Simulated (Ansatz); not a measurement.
## Electronic structure of BHNZn (SMILES B=[N][Zn]) (doublet) in real space

Input file:

```
crystal:
  periodic: [false, false, false]
  atoms:
    - {symbol: B, position_ang: [0.000000, 0.000000, -0.791672]}
    - {symbol: "N", position_ang: [0.000000, 0.000000, 0.468082]}
    - {symbol: Zn, position_ang: [0.000000, 0.000000, 2.298992]}
    - {symbol: H, position_ang: [0.000000, 0.000000, -1.975402]}
basis:
  gaussian: {orbitals: def2-TZVPD}
magnetization: {spin_polarized: true, initial_magnetization: 1}
hamiltonian: {xc: {name: PBE0}}
output: {forces: true, orbitals: {seedname: orbitals}}
```

Launched as:

```sh
ansatz run input.yaml --threads 1 --pin off --max-ram 2610MiB --events-out events.jsonl --progress --plain --runs-dir runs
```

Geometry: r2SCAN-D4/def2-SVP.

Computed with isolated molecule in a Gaussian basis; Kohn-Sham density functional theory, functional PBE0 in Ansatz.

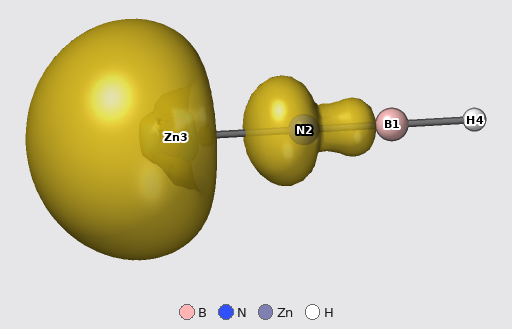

Figure 1. Isosurfaces of the spin density at +0.015 (yellow) and −0.015 e/Å³ (cyan), seen from one side.

### Describe the spin distribution.

The unpaired spin (1 electron) lies mostly on Zn3 (about 0.9) and N2 (about 0.1), in electrons by Hirshfeld's partition.

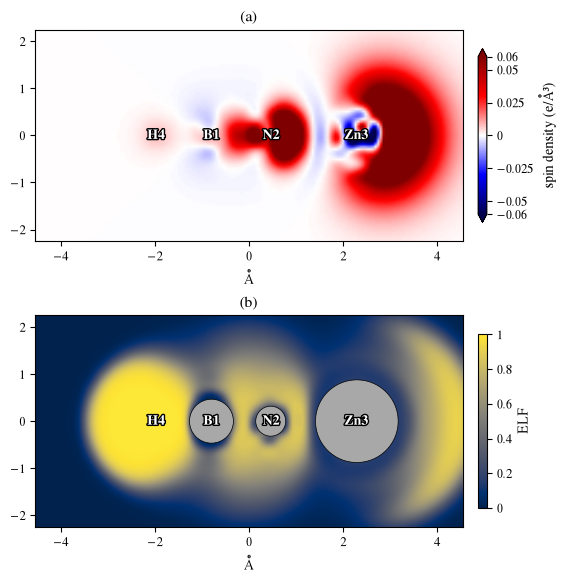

Figure 2. (a) spin density; (b) electron localisation function on a plane that holds the molecular axis. Grey discs cover the atomic cores in the ELF map.

### What do the fields say about this system?

The section cuts through B, N, Zn and H sites.
B–N (1.26 Å): the ELF peaks at about 0.85 between the atoms: a short, strongly polar bond.
Zn–N (1.83 Å): the ELF peaks at about 0.85 in the valence shell of N, 0.7 Å from its nucleus, and is about 0.20 at the midpoint.
B–H (1.18 Å): the ELF climbs to about 1 towards the hydrogen, as it does in any bond to H (a covalent bond by its length).
The ELF also peaks beside N2, away from the bonds: non-bonding electrons, paired or unpaired.

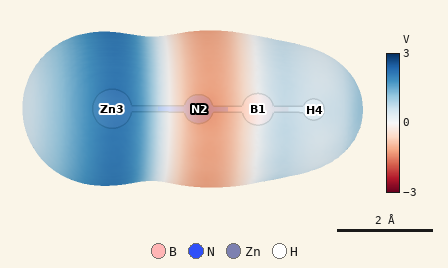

Figure 3. The electrostatic potential painted on the density surface at 0.004 e/bohr³, seen across its widest extent; red is negative and blue positive.

### Describe the electrostatic potential map.

The most negative region (about −1.3 V) lies over N2, the most positive (about +2.2 V) over Zn3. N2 is the likeliest acceptor of a hydrogen bond.

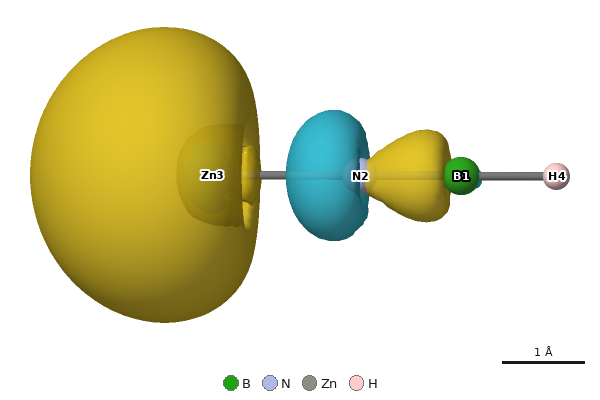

Figure 4. The HOMO (α) at ±0.1 Å⁻³ᐟ² (yellow and cyan are the two phases), seen from one side.

### Where does this orbital lie, and at what energy?

Its weight (Hirshfeld) is mainly on Zn3 (about 90 %) and N2 (about 10 %); it is of σ type. Its energy is −6.12 eV.
